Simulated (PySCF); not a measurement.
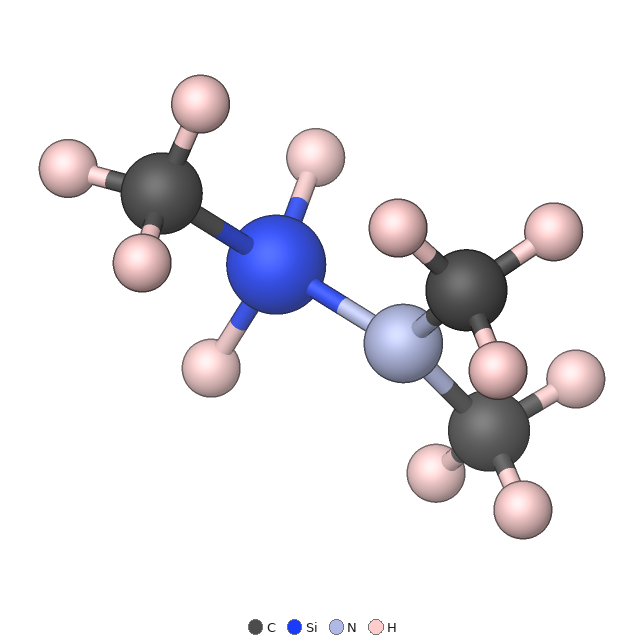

The geometry was computed by an optimisation with GFN2-xTB. No frequency run is at hand to confirm it as a minimum.

Give the structural formula.

SMILES: C[SiH2]N(C)C

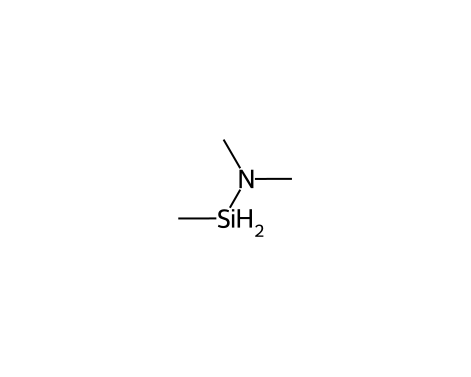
